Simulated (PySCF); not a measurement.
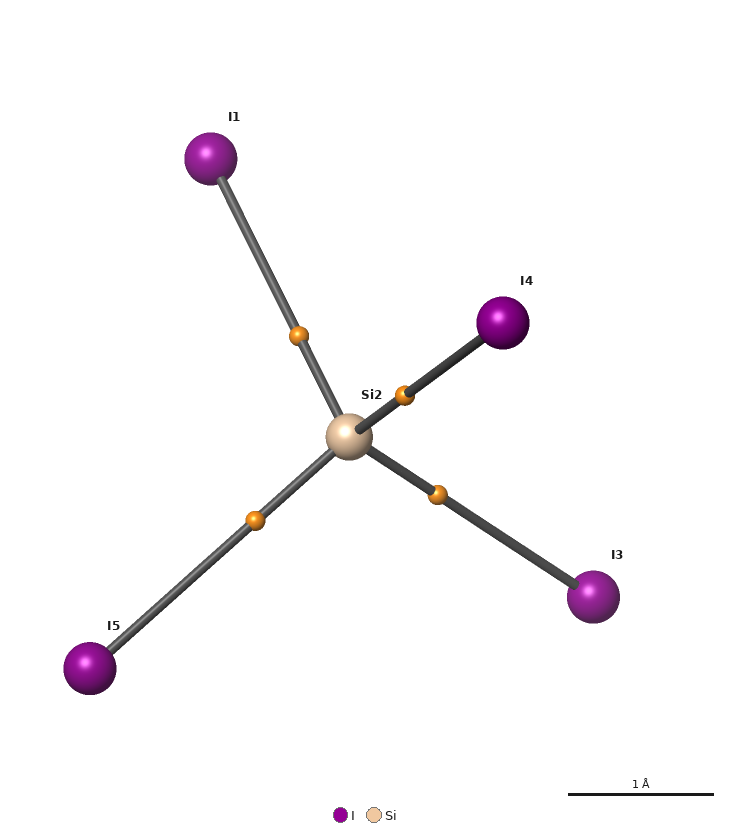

I4Si, SMILES `I[Si](I)(I)I`. Molecular graph of the electron density (QTAIM): bond paths, bond critical points (orange), ring points (yellow, if any); weak paths are dashed.

Level of theory: PBE0/def2-TZVP (PySCF), at a geometry from GFN2-xTB. Core potentials replace the inner electrons of I; spin–orbit coupling isn't included. No frequency check shows the geometry to be a minimum. GFN2-xTB bond lengths at metals and heavier atoms can be off by up to 0.1 Å and shapes distorted, which carries into these values.

Input script:

```python
import numpy as np
from pyscf import gto, scf, dft
from pyscf.scf import atom_ks, atom_hf
from scipy.linalg import block_diag

def solve(mol, dm0=None, hcore=None):
    mf = (dft.UKS if mol.spin else dft.RKS)(mol, xc='pbe0')
    mf.grids.level = 3
    mf = mf.density_fit(auxbasis='def2-universal-jkfit')
    mf.conv_tol, mf.max_cycle = 1e-8, 80
    if hcore is not None:
        mf.get_hcore = lambda *args: hcore
    mf.kernel(dm0)
    if not mf.converged:
        mf = mf.newton().run(mf.mo_coeff, mf.mo_occ, max_cycle=30)
    assert mf.converged, 'SCF not converged'
    return mf

mol = gto.M(atom='''
I     -1.36706     1.48514    -1.42685
Si    -0.00004    -0.00042    -0.00002
I      1.36706    -1.48509    -1.42685
I      1.48535     1.36687     1.42685
I     -1.48535    -1.36681     1.42685
''', basis='def2-tzvp', ecp={'I': 'def2-tzvp'}, charge=0, spin=0, verbose=4)
mf = solve(mol)
mf.analyze()
# spherically averaged free atoms, for the promolecule
atom_ks.AtomSphAverageRKS.init_guess_by_vsap = lambda self, mol=None: self.init_guess_by_minao(mol)  # core potentials
atm = atom_ks.get_atm_nrks(mol, xc='pbe0')
pro = block_diag(*[(atm[a[0]][2] * atm[a[0]][3]) @ atm[a[0]][2].T for a in mol._atom])
np.savez('result.npz', e=mf.e_tot, c=mf.mo_coeff, occ=mf.mo_occ, eps=mf.mo_energy, pro=pro, dip=mf.dip_moment(verbose=0), s2=mf.spin_square()[0])
```

Run with:

```sh
OMP_NUM_THREADS=1 python input.py
```

The run took 24 s on 1 thread of Intel(R) Xeon(R) 6975P-C (Granite Rapids), with other jobs on the host, peak memory 0.99 GiB.

Partitions, critical points and surface values were worked out afterwards from this run's density.

Question: How many critical points of each kind are there, and does the count close?

Answer: 5 nuclei, 4 bond, 0 ring and 0 cage critical points: 5 − 4 + 0 − 0 = 1, as the Poincaré–Hopf relation requires.

Question: Tabulate density, Laplacian, ellipticity and energy density at the bond critical points (atomic units).

Answer:
```
            bond  length (Å)  ρ (a.u.)  ∇²ρ (a.u.)     ε  H (a.u.)
Si2–I3 (4 alike)       2.472     0.082       −0.09  0.00    −0.049
```

Question: What kind of interaction is Si2–I3?

Answer: Shared-shell (covalent): ρ = 0.082, ∇²ρ = −0.09, H = −0.049 a.u.
